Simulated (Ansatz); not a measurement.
## Loss of CH3F: C4H6F4 → C3H3F3 + CH3F

Species: C4H6F4 `CC(F)(CF)C(F)F`, singlet; C3H3F3 `F/C=C(/F)CF`, singlet; CH3F (fluoromethane) `CF`, singlet. 

Shapes, held fixed at every level: PBE0-D4/def2-TZVP. Flexible molecules stand in one conformer, not always the lowest. Programs: Ansatz 0.2.0. Electronic energies: no zero-point or thermal term.

| level | kind | ΔE (kJ/mol) | less CCSD(T)/CBS estimate |
| --- | --- | --- | --- |
| HF/def2-TZVPP | Hartree–Fock | +160.3 | -23.3 |
| PBE-D4/def2-TZVPP | GGA | +167.9 | -15.7 |
| r2SCAN-D4/def2-TZVPP | meta-GGA | +186.2 | +2.6 |
| wB97M-V/def2-TZVPP | range-separated hybrid | +186.6 | +3.0 |
| MP2/def2-TZVPP | perturbation theory | +192.4 | +8.8 |
| CCSD(T)/def2-TZVPP | coupled cluster or CI | +184.0 | +0.4 |
| CCSD(T)/CBS estimate | coupled cluster or CI | +183.6 | 0.0 |

The highest level, CCSD(T)/CBS estimate, gives ΔE = +183.6 kJ/mol; the levels span +160.3 to +192.4. The column of differences is taken from that level and isn't an error. No measured value is set beside it here. The CBS estimate extrapolates MP2 from def2-TZVPP and def2-QZVPP and adds CCSD(T) − MP2 in the triple-zeta set, cores frozen.

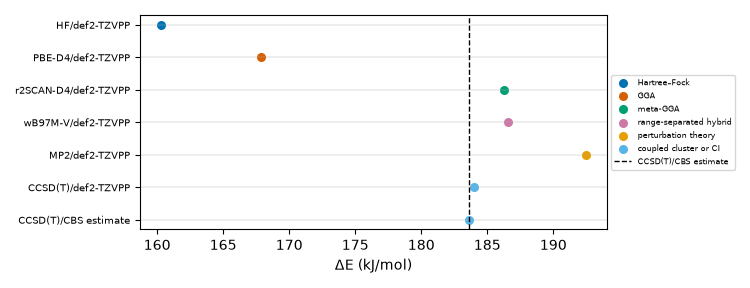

The values of the table, level by level.
